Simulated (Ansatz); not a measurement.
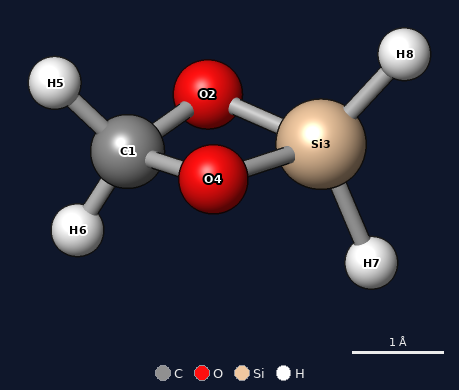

This is the input geometry for a relaxation of CH₄O₂Si (coarse preliminary run). Style: ball-and-stick. Shown at a tilt.

The start comes from a force field.

Level of theory: Ansatz, RKS PBE-D4/def2-SVP.

Input file:
```yaml
crystal:
  periodic: [false, false, false]
  atoms:
    - {symbol: C, position_ang: [-0.132100, 0.984700, -0.315400]}
    - {symbol: O, position_ang: [-0.866200, 0.188100, 0.643300]}
    - {symbol: Si, position_ang: [0.120000, -1.055000, 0.297700]}
    - {symbol: O, position_ang: [0.622500, -0.057800, -0.942900]}
    - {symbol: H, position_ang: [-0.873100, 1.504300, -1.042700]}
    - {symbol: H, position_ang: [0.475000, 1.796500, 0.132600]}
    - {symbol: H, position_ang: [1.272700, -1.162200, 1.307200]}
    - {symbol: H, position_ang: [-0.526600, -2.255700, -0.135500]}
basis:
  gaussian: {orbitals: def2-SVP}
hamiltonian: {xc: pbe, dispersion: d4}
relax: {f_tol: 0.03, max_steps: 200}
```

Launched with:
```bash
ansatz run in.yaml --threads 2 --pin off --events-out ev --progress --plain --max-ram 4352MiB
```

**Predict the outcome.**

After 5 geometry steps the energy has fallen by 0.354 eV. The largest force component goes from 2.3 to 0.0026 eV/Å. The largest move after the best rigid fit is that of H7, 0.29 Å. By element the largest moves are H 0.29 Å, O 0.19 Å, Si 0.08 Å, C 0.06 Å. Near-neighbour distances that change, for instance: O2–Si3 1.624 → 1.708 Å, Si3–H8 1.431 → 1.502 Å, C1–H5 1.161 → 1.116 Å, Si3–O4 1.669 → 1.708 Å. Among the angles between lasting bonds that change: H7–Si3–H8 118.7° → 109.7°, O4–Si3–H7 107.7° → 115.7°, O2–Si3–H7 111.7° → 115.7°. Cost: 6.5 s on 2 threads of Arm Neoverse V2 (shared host).

Final geometry:

```xyz
8

C    -0.1687    1.0297   -0.3371
O    -0.7726    0.3125    0.7542
Si    0.1894   -1.0298    0.3186
O     0.7299    0.0507   -0.8886
H    -0.9345    1.3402   -1.0869
H     0.3875    1.9251    0.0289
H     1.2197   -1.4490    1.3280
H    -0.5585   -2.2364   -0.1729
```

After the run, drawn alike:

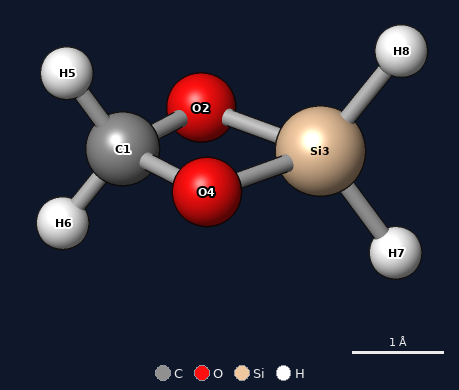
